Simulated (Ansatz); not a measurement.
Consider HfNb$_{3}$O$_{3}$.

The calculation's input:

```
crystal:
  lattice:
    - [3.3630302059, -3.3589779905, 0.006904319]
    - [3.3630302059, 3.3589779905, 0.006904319]
    - [-3.3285448664, 0.0, 4.4543589865]
  atoms:
    - { symbol: Hf, position: [0.1206583987, 0.1206583987, 0.0373269506] }
    - { symbol: Nb, position: [0.4606789619, 0.4606789619, 0.8885796479] }
    - { symbol: Nb, position: [0.8100941964, 0.2333654648, 0.4672371641] }
    - { symbol: Nb, position: [0.2333654648, 0.8100941964, 0.4672371641] }
    - { symbol: O, position: [0.678830993, 0.0910150107, 0.7163282906] }
    - { symbol: O, position: [0.0910150107, 0.678830993, 0.7163282906] }
    - { symbol: O, position: [0.8591089546, 0.8591089546, 0.1348544225] }
basis:
  ecutwfc: 420
kpoints:
  mp_grid: { grid: [8, 8, 8] }
hamiltonian:
  xc: pbe
scf:
  occupations: { method: gaussian, width: 0.1 }
output:
  forces: true
  stress: true
  eigenvalues: true
  write_density: true
  write_potential: true
  elf: true
  volumetric_format: npy
relax:
  adjacent_minimum: "off"
  f_tol: 0.01
  max_steps: 30
  cell: { stress_tol: 0.1, fix: [volume] }
```

Run with:

```sh
ansatz run input.yaml --threads 1 --pin off --max-ram 2560MiB --backend cpu --events-out ev --progress --plain --runs-dir out
```

Below, planes, directions and counts refer to the conventional cell (a = 6.78 Å, b = 6.69 Å, c = 5.53 Å, α = 90.00°, β = 126.55°, γ = 90.00°).

The fields are those of the relaxed geometry.

Space group Cm; a structure from a database of computed crystals, not necessarily the ambient phase; a generated structure, not necessarily the stable one; changed on purpose from its base cell (volume × 0.97, shape and atoms relaxed); computed pressure about 4 GPa in this cell; computed without spin polarisation.

These are results of Ansatz 0.2.0, DFT PBE, scalar-relativistic, plane waves, PAW, not measurements.

### Predict the valence pseudo-density and electron localisation function between the atoms.

Hf–Nb (2.88 Å): ρ at the midpoint is about 0.31 e/Å³; the ELF is about 0.30 at the midpoint.
Hf–O (2.15 Å): ρ is about 0.64 e/Å³ halfway; the ELF peaks at about 0.85 in the valence shell of O, 0.6 Å from its nucleus, and drops to about 0.15 between the two atoms: no localised pair shows between them.

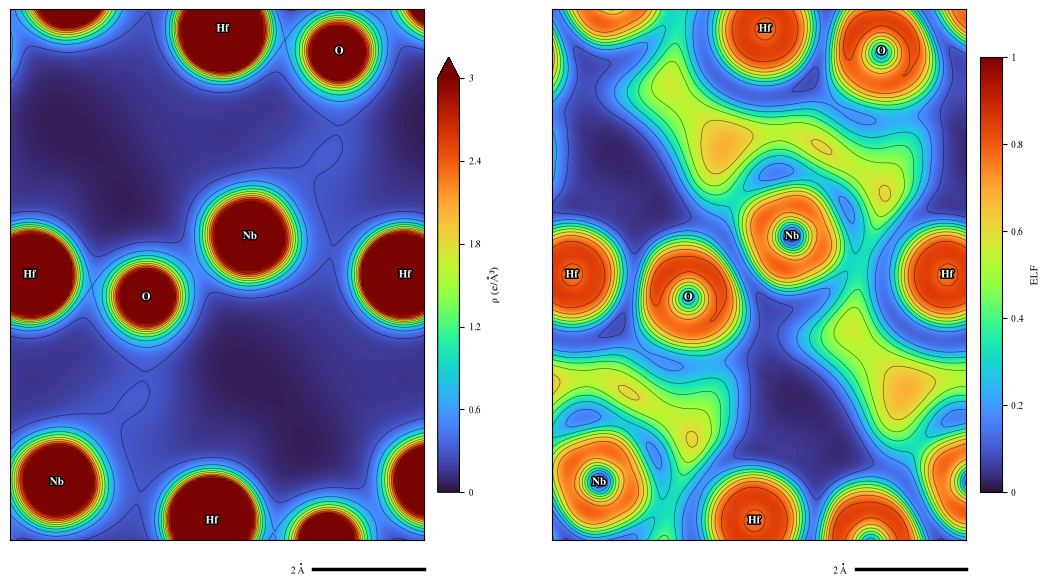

Computed valence pseudo-density and electron localisation function on the (010) plane of the conventional cell, in this order. 

The density is the valence pseudo-density of a PAW calculation; it isn't the true density close to the nuclei.
